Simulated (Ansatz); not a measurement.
# C$_{2}$H$_{7}$Al (SMILES C[CH2][AlH2]): what the fields show

```csv
atom,x (Å),y (Å),z (Å)
C,-0.6265,0.5575,-2.3138
C,0.8541,0.2274,-2.0463
Al,1.6126,0.8175,-0.3213
H,-0.9591,0.1905,-3.2939
H,-0.8106,1.6384,-2.2933
H,-1.2842,0.1090,-1.5596
H,1.4837,0.6475,-2.8474
H,1.0166,-0.8599,-2.1250
H,0.7324,1.5932,0.7601
H,3.1436,0.5163,0.0133
```

Geometry: B3LYP/6-31G*.

Computed with isolated molecule in a Gaussian basis; Kohn-Sham density functional theory, functional PBE0 in Ansatz 0.2.0.

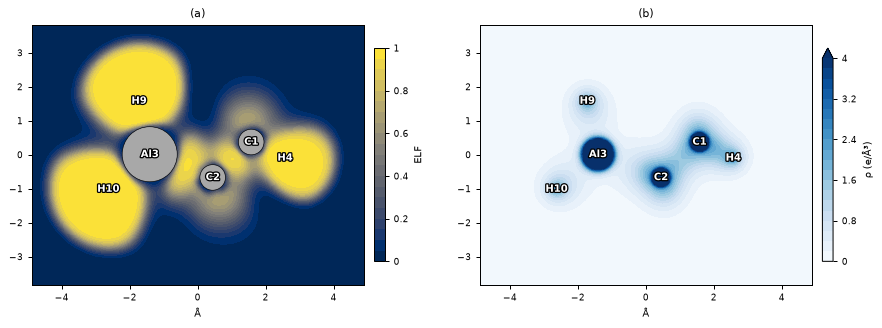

Figure 1. (a) ELF; (b) electron density on the plane of atoms C2, C1 and H4. Grey discs cover the atomic cores in the ELF map.

Describe what can be read from this map.

- The plane passes through C, Al and H nuclei.
- C–C (1.54 Å): ρ at the midpoint is about 1.6 e/Å³; the ELF peaks at about 0.95 between the atoms; localised, covalent bonding.
- C–Al (1.97 Å): ρ is about 0.71 e/Å³ halfway; the ELF peaks at about 0.95 between the atoms; a shared but strongly polarised pair.
- C–H (1.10 Å): ρ is about 2 e/Å³ halfway; the ELF climbs to about 1 towards the hydrogen, as it does in any bond to H: an ordinary covalent bond to hydrogen.
- Al–H (1.60 Å): the density is about 0.54 e/Å³ at the midpoint; the ELF climbs to about 1 towards the hydrogen.

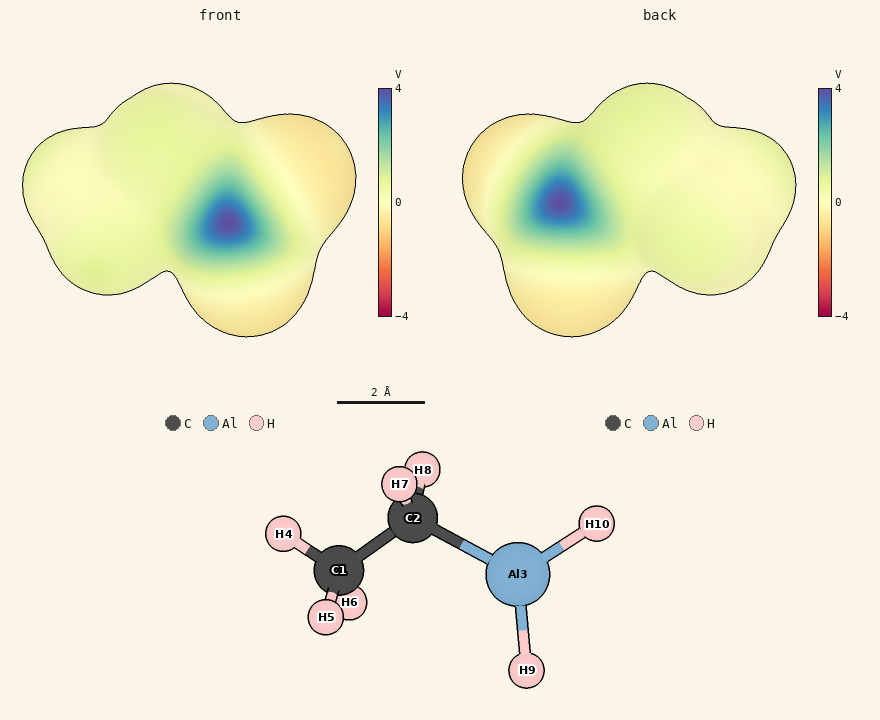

Figure 2. The electrostatic potential painted on the density surface at 0.002 e/bohr³, seen from the front and from behind; red is negative and blue positive. The bare structure is drawn below in the same view.

Describe the electrostatic potential map.

The most negative region (about −0.6 V) lies over H9 and H10, the most positive (about +3.8 V) over Al3.

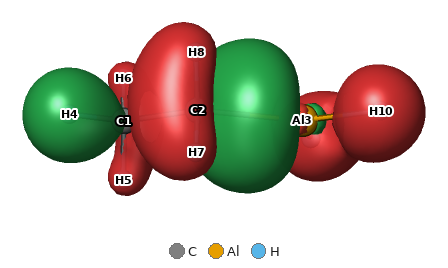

Figure 3. One frontier orbital at ±0.1 Å⁻³ᐟ² (green and red are the two phases), seen from one side.

Which orbital is it: HOMO or LUMO?

The HOMO, at −7.56 eV. Its weight (Hirshfeld) is mainly on C2 (about 40 %), Al3 (about 20 %), C1 (about 10 %) and H10 (about 5 %).
